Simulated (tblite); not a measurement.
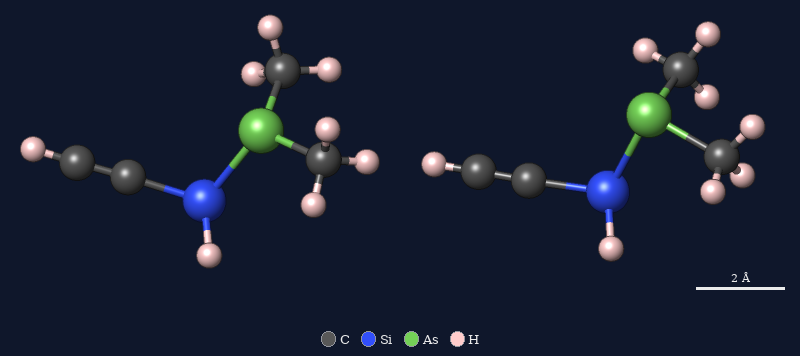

Two geometries of C₄H₈AsSi (multiplicity 2), drawn at one scale. One is the start of a relaxation, the other its converged end. Style: ball-and-stick. Shown at a tilt.

All numbers below come from GFN2-xTB geometry optimisation, gas phase (tblite). 

Which of the two is the end point?

The right one is the relaxed one. The energy falls by 21.9 kcal/mol in 102 geometry steps. The largest move after the best rigid fit is that of an H atom, 0.89 Å. By element the largest moves are H 0.89 Å, As 0.69 Å, Si 0.38 Å, C 0.38 Å. Among the contacts that change: As–Si 2.304 → 2.349 Å, As–C 1.936 → 1.978 Å, C–H 1.130 → 1.091 Å, H–Si 1.445 → 1.484 Å. Bond angles that change, for instance: Si–As–C 115.8° → 95.2°, C–As–C 115.9° → 96.9°, Si–As–C 110.3° → 98.0°. Cost: 0.67 s on 1 thread of Arm Neoverse V1, with other jobs on the host.
